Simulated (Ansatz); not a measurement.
**RPA@PBE/6-31G(d) (spherical functions) run of C4H6O2 (SMILES C=CC(=O)OC)**

Aim: the energy change on altering one bond length of C4H6O2 at RPA@PBE/6-31G* (spherical functions), from 2 runs. 

The calculation is run with Ansatz 0.2.0.

54 further runs of the same task are left out: 54 set aside as unsound or not needed.

## (1) The system as given

The species is C4H6O2 (12 atoms), meant as a singlet with charge 0. As SMILES, `C=CC(=O)OC`. The shape is that of a PBE0-D4/def2-TZVP optimisation. This is one conformer, not always the lowest.

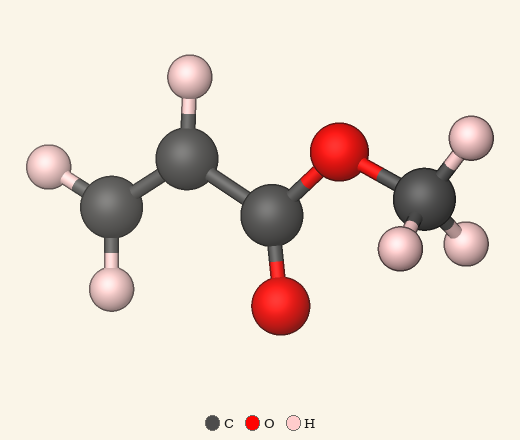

The structure, seen from a chosen angle (carbon dark grey, oxygen red, hydrogen pink).

## (2) A single-point energy at RPA@PBE/6-31G(d) (spherical functions)

Input file run.yaml:

```yaml
crystal:
  periodic: [false, false, false]
  atoms:
    - {symbol: C, position_ang: [-2.188400, 1.173500, 0.033200]}
    - {symbol: C, position_ang: [-0.898000, 1.068600, 0.317400]}
    - {symbol: C, position_ang: [-0.132300, -0.126500, -0.095900]}
    - {symbol: O, position_ang: [-0.573100, -1.071600, -0.696400]}
    - {symbol: O, position_ang: [1.147600, -0.025700, 0.290700]}
    - {symbol: C, position_ang: [1.973000, -1.129800, -0.060300]}
    - {symbol: H, position_ang: [-2.692500, 0.379400, -0.506600]}
    - {symbol: H, position_ang: [-2.765600, 2.041400, 0.327700]}
    - {symbol: H, position_ang: [-0.356100, 1.838200, 0.854600]}
    - {symbol: H, position_ang: [1.998300, -1.261200, -1.143100]}
    - {symbol: H, position_ang: [2.964900, -0.893300, 0.318300]}
    - {symbol: H, position_ang: [1.599100, -2.048400, 0.394500]}
basis:
  gaussian:
    orbitals: 6-31G_st_-spherical.json
hamiltonian:
  xc: {name: PBE}
correlation:
  method: rpa
  frozen_orbitals: {C: 1, H: 0, O: 1}
accuracy: high
```

The basis set 6-31G* is read from a file made from the Basis Set Exchange's data (not shown).

Started as:

```bash
$ ansatz run run.yaml --threads 1 --pin off --max-ram 3480MiB --events-out events.jsonl --progress --plain --runs-dir runs
```

The program printed:

```text
Warning: RAYON_NUM_THREADS=1 ignored (pool sized by the plan → 1); use --threads N
Functional definition: PBE
  name "PBE"
  parameter kappa = 0.804
  parameter beta = 0.06672455060314922
  exchange = pbe_x(kappa = kappa, mu = beta*pi^2/3)
  correlation = pbe_c(beta = beta)
2347 factors; integrals over basis functions are off by at most 5.1e-9 eV
mean field evaluation 1: about -8320.2792 eV, gradient 6.5e1 eV
mean field evaluation 2: about -8320.2576 eV, gradient 6.5e1 eV
mean field evaluation 4: about -8326.1807 eV, gradient 3.9e1 eV
mean field evaluation 8: about -8329.2535 eV, gradient 8.7e-1 eV
mean field evaluation 16: about -8329.2542 eV, gradient 3.9e-4 eV
mean field -8329.25423888 eV, -306.0944475076 hartree, gradient 3.8e-8 eV, S^2 0.000000; 0 other end points of the search recorded, 0 dependent functions left out
6 core orbitals not correlated: weight in the atoms' cores, before any rotation towards them, 1.000 or more for the frozen orbitals, at most 0.000 for the correlated occupied ones
reference -8289.25286730 eV, -304.6244242159 hartree; 17, 17 occupied and 73, 73 virtual orbitals, 2347 factors
Total energy: -8324.93011559 eV, -305.9355389075 hartree
```

Run time: 8.4 s. Hardware: 1 thread of Intel Xeon 6975P-C (Granite Rapids), shared host; peak memory 0.43 GiB.

## (3) The distorted shape, same level

Input file run.yaml:

```yaml
crystal:
  periodic: [false, false, false]
  atoms:
    - {symbol: C, position_ang: [-2.122274, 1.315277, 0.123283]}
    - {symbol: C, position_ang: [-0.831874, 1.210377, 0.407483]}
    - {symbol: C, position_ang: [-0.066174, 0.015277, -0.005817]}
    - {symbol: O, position_ang: [-0.573100, -1.071600, -0.696400]}
    - {symbol: O, position_ang: [1.213726, 0.116077, 0.380783]}
    - {symbol: C, position_ang: [2.039126, -0.988023, 0.029783]}
    - {symbol: H, position_ang: [-2.626374, 0.521177, -0.416517]}
    - {symbol: H, position_ang: [-2.699474, 2.183177, 0.417783]}
    - {symbol: H, position_ang: [-0.289974, 1.979977, 0.944683]}
    - {symbol: H, position_ang: [2.064426, -1.119423, -1.053017]}
    - {symbol: H, position_ang: [3.031026, -0.751523, 0.408383]}
    - {symbol: H, position_ang: [1.665226, -1.906623, 0.484583]}
basis:
  gaussian: {orbitals: 6-31G_st_-spherical.json}
hamiltonian: {xc: {name: PBE}}
correlation: {method: rpa, frozen_orbitals: {C: 1, H: 0, O: 1}}
accuracy: high
```

The basis set 6-31G* is read from a file made from the Basis Set Exchange's data (not shown).

Started as:

```bash
$ ansatz run run.yaml --threads 1 --pin off --max-ram 3480MiB --events-out events.jsonl --progress --plain --runs-dir runs
```

The program printed, cut to the lines that bear on the results:

```text
Warning: RAYON_NUM_THREADS=1 ignored (pool sized by the plan → 1); use --threads N
[... 6 set-up lines as earlier in the session ...]
2344 factors; integrals over basis functions are off by at most 7.3e-9 eV
mean field evaluation 1: about -8319.2821 eV, gradient 6.6e1 eV
mean field evaluation 2: about -8319.2624 eV, gradient 6.6e1 eV
mean field evaluation 4: about -8321.1115 eV, gradient 5.9e1 eV
mean field evaluation 8: about -8328.6197 eV, gradient 8.1e-1 eV
mean field evaluation 16: about -8328.6206 eV, gradient 1.0e-3 eV
mean field -8328.62058593 eV, -306.0711611913 hartree, gradient 8.6e-8 eV, S^2 0.000000; 0 other end points of the search recorded, 0 dependent functions left out
6 core orbitals not correlated: weight in the atoms' cores, before any rotation towards them, 1.000 or more for the frozen orbitals, at most 0.000 for the correlated occupied ones
reference -8287.85296864 eV, -304.5729788891 hartree; 17, 17 occupied and 73, 73 virtual orbitals, 2344 factors
Total energy: -8324.34788345 eV, -305.9141422712 hartree
```

Wall time 8.1 s (1 thread of Intel Xeon 6975P-C (Granite Rapids), shared host); peak memory 0.45 GiB.

## (4) Summary of results

Level: RPA@PBE/6-31G* (spherical functions), 6 core orbitals frozen.

```
                                                         quantity          value
                                        first shape: total energy  -305.93554 Eh
                    first shape: RPA correlation energy (valence)    -1311.1 mEh
                                    distorted shape: total energy  -305.91414 Eh
                distorted shape: RPA correlation energy (valence)    -1341.2 mEh
energy change with the C3–O4 bond stretched from 1.203 to 1.384 Å       0.582 eV
```

**Reading.** With the C3–O4 bond stretched from 1.203 to 1.384 Å the energy rises by 0.58 eV (56.2 kJ/mol). The first shape isn't relaxed at this level, so the change isn't measured from a minimum.
